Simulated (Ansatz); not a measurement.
The relaxed structure here is a generated cell of Ga2O3: the first start was made by a random draw of sites in a space group, and the end was not matched to a known phase here, so it may be hypothetical. Known forms of Ga2O3 include space group No. 12, 167.

The end point of a relaxation of Ga2O3. Level of theory: r2SCAN (plane waves to 500 eV, PAW, scalar-relativistic; Ansatz, a first-principles code).

```xyz
10
Lattice="3.0052 0.0000 0.0000 -0.4389 4.8109 0.0000 -0.8196 -1.3797 9.5943" Properties=species:S:1:pos:R:3 pbc="T T T"
Ga    -0.6540     1.1817     7.5860
Ga     2.4462     2.2927     0.3759
Ga     0.1955     3.2346     6.2367
Ga     0.8984     4.1430     2.6566
O      0.9591     1.2435     0.9701
O      1.6800     2.7746     4.9484
O      1.0691     1.1592     2.4449
O      1.1338     4.0958     4.4808
O      2.1666    -0.5961     7.0556
O      2.3977     3.5307     1.7849
```

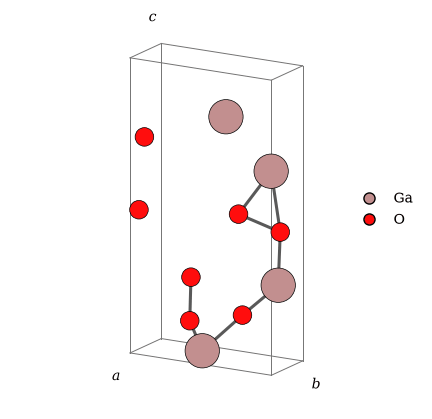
The conventional cell of the relaxed structure

```yaml
volume_per_atom: 13.87 Å³
density: 4.49 g/cm³
band_gap: 1.07 eV, indirect (valence top at k = (0.3636, 0.1429, 0), conduction bottom at k = (0.4545, 0, 0)) (no spin-orbit coupling)
smallest_direct_gap: 1.51 eV at k = (0.3636, 0, 0)
shortest_distances: O–O 1.48 Å; Ga–O 1.84 Å; Ga–Ga 2.51 Å
k-mesh: 11×7×4
```

Band energies at high-symmetry points (eV from the VBM; labels of this space group; no spin-orbit coupling), from −5 eV up to 6.1 eV:

| point | energies |
|---|---|
| Γ | -4.97 -4.38 -3.86 -3.25 -3.03 -2.85 -2.55 -2.01 -1.55 -1.14 -0.90 2.49 2.90 3.97 4.59 5.29 5.76 |
| X | -4.61 -4.38 -3.87 -3.32 -3.11 -2.84 -2.60 -1.81 -1.52 -1.29 -0.90 2.27 3.07 3.98 4.83 5.00 5.98 |
| Y | -4.53 -4.12 -4.02 -3.65 -2.97 -2.88 -2.08 -1.84 -1.42 -0.88 -0.77 1.61 2.93 3.08 4.17 5.23 5.94 |
| Z | -4.79 -3.51 -2.99 -2.47 -2.40 -2.22 -2.10 -1.38 -0.62 1.12 2.81 3.80 4.19 5.12 |
| R2 | -4.92 -4.81 -3.52 -3.10 -2.67 -2.34 -2.17 -1.77 -1.30 -1.07 1.67 3.05 3.77 4.36 5.43 6.00 |
| T2 | -4.72 -3.55 -2.98 -2.56 -2.51 -2.22 -1.85 -1.26 -1.03 1.92 2.81 3.55 4.66 5.58 5.92 |
| U2 | -4.89 -3.47 -3.03 -2.55 -2.38 -2.16 -2.04 -1.36 -0.70 1.24 2.74 3.50 4.42 5.14 |
| V2 | -4.49 -4.14 -3.92 -3.64 -3.32 -2.88 -2.00 -1.86 -1.40 -0.88 -0.54 1.85 2.07 3.38 4.55 4.95 |

The relaxed cell holds bonded O–O pairs (1.48 Å). No spin polarisation in the result.

It was reached from a disturbed copy of a P4/mmm (No. 123) cell, against which it lies -1.23 eV/atom.
